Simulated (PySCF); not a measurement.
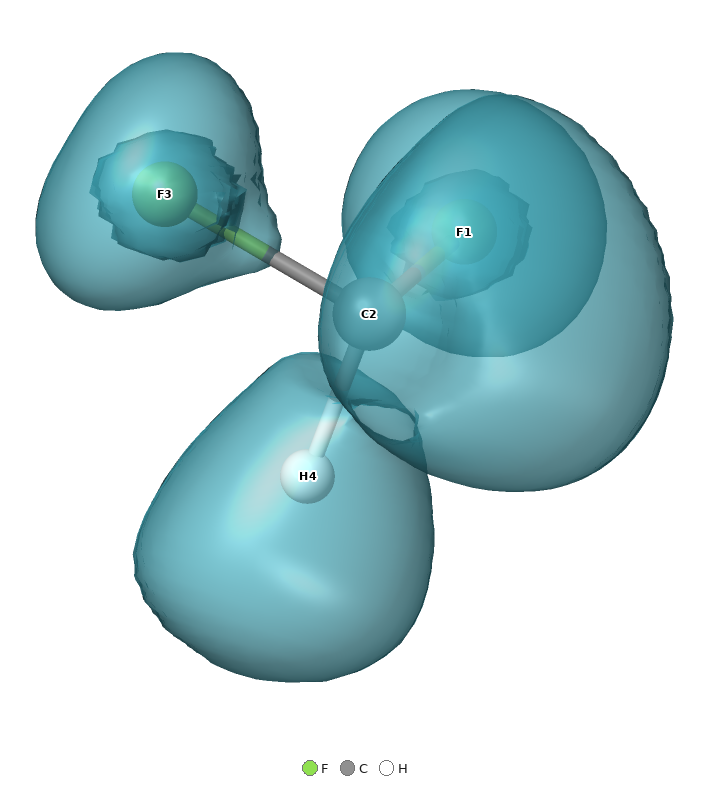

Figure. CHF2 (SMILES F[CH-]F) (charge −1). Isosurface of the electron localisation function at 0.75 (cyan), seen at a tilt. Only the valence region is drawn (cores and ρ < 0.01 e/Å³ removed).

Geometry: PBE0-D3(BJ)/ma-def2-SVP.

All numbers below come from PySCF, DFT single point, gas phase, functional M06-2X.

Input

```
{"job": {"kind": "sp", "xc": "M06-2X", "basis": "ma-def2-TZVP", "grid": 3}, "charge": -1, "multiplicity": 1}
F      1.046872     0.466030    -0.677991
C      0.033496    -0.081335     0.205761
F     -1.175408     0.226807    -0.537253
H      0.133584    -1.173156    -0.052253
```

Command:

```sh
OMP_NUM_THREADS=1 python redox_run.py task.json out
```

Q: Identify the bonds, lone pairs and shells in this picture.

A: The surface consists of two regions on F in which the atom's valence shell and bonds are merged and one joined region spread over several atoms (C, H), in which their bonds and any lone pairs are merged.

Values along the shortest contacts:
C–F (1.45 Å): the ELF peaks at about 0.80 between the atoms: a polar covalent bond. C–H (1.13 Å): the ELF climbs to about 1 towards the hydrogen, as it does in any bond to H; an ordinary covalent bond to hydrogen.
